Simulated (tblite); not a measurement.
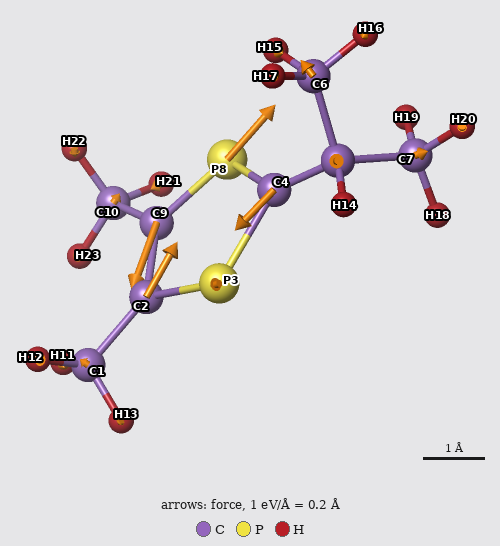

Starting geometry of C$_{8}$H$_{13}$P$_{2}$ (charge −1) with the computed forces as orange arrows. The picture is a ball-and-stick view, seen from a free direction.

Theory: tblite, GFN2-xTB geometry optimisation, gas phase. 

> Is this structure relaxed? If not, where do the atoms go?

It isn't relaxed: the largest force vector, on a C atom, is 6.64 eV/Å. The final displacements have little in common with the starting forces (cosine between the two patterns 0.19). After 115 geometry steps the energy has fallen by 51.3 kcal/mol. The atom that moves furthest after the best rigid fit is an H atom (1.13 Å). By element the largest moves are H 1.13 Å, P 0.26 Å, C 0.25 Å. Some distances before and after: C–C 1.565 → 1.375 Å, C–P 1.635 → 1.758 Å, C–P 1.851 → 1.757 Å, C–P 1.818 → 1.737 Å. Bond angles that change, for instance: C–P–C 112.8° → 94.2°, C–C–P 139.3° → 122.3°, P–C–P 101.2° → 117.3°. Groups turn about C–C by about 50°, C–C by about 45°, C–C by about 30°. The run took 1.4 s on 1 thread of Intel(R) Xeon(R) Platinum 8488C, on a shared host.
